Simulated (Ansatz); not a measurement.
```csv
atom,x (Å),y (Å),z (Å)
O,0.0823,1.1376,0.4622
P,-1.4029,1.8893,0.7460
Si,1.2604,0.6547,1.5735
H,2.3777,0.0414,0.7930
H,0.6864,-0.3466,2.5357
H,1.7577,1.8409,2.3505
H,-0.9947,2.9204,1.6907
H,-1.8997,1.0738,1.8461
```

Geometry: BLYP-D3(BJ)/def2-SVP.

The calculation used isolated molecule in a Gaussian basis; Kohn-Sham density functional theory, functional PBE0 in Ansatz 0.2.0.

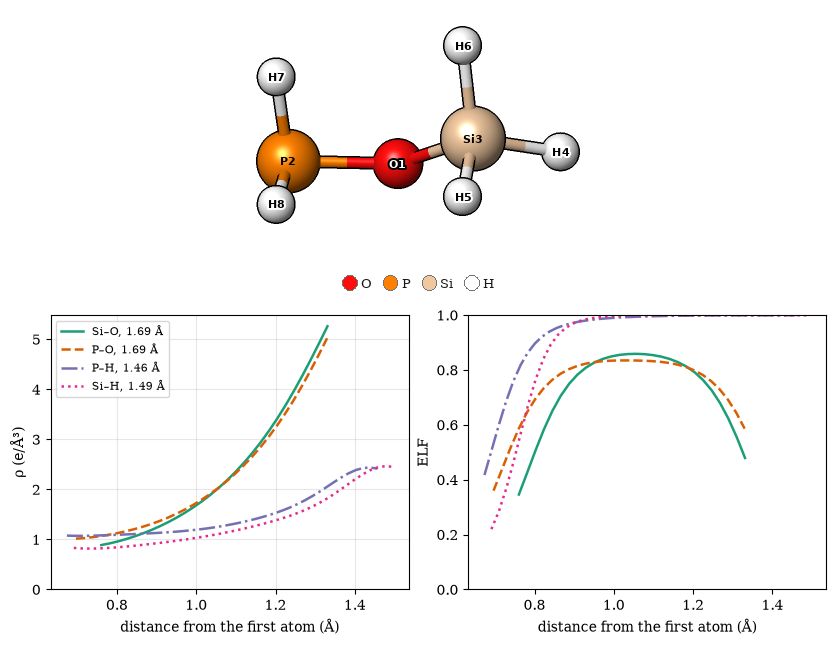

H5OPSi. Total electron density and electron localisation function along straight lines between neighbouring atoms. The curves leave out the atomic cores. The structure is drawn too.

Question: What can be read from the curves?

Answer: Si–O (1.69 Å): ρ is about 1.1 e/Å³ halfway; the ELF peaks at about 0.85 between the atoms (a shared but strongly polarised pair).
P–O (1.69 Å): ρ is about 1.2 e/Å³ halfway; the ELF peaks at about 0.85 between the atoms; a shared but strongly polarised pair.
P–H (1.46 Å): ρ at the midpoint is about 1.1 e/Å³; the ELF climbs to about 1 towards the hydrogen, as it does in any bond to H.
Si–H (1.49 Å): ρ at the midpoint is about 0.82 e/Å³; the ELF climbs to about 1 towards the hydrogen.
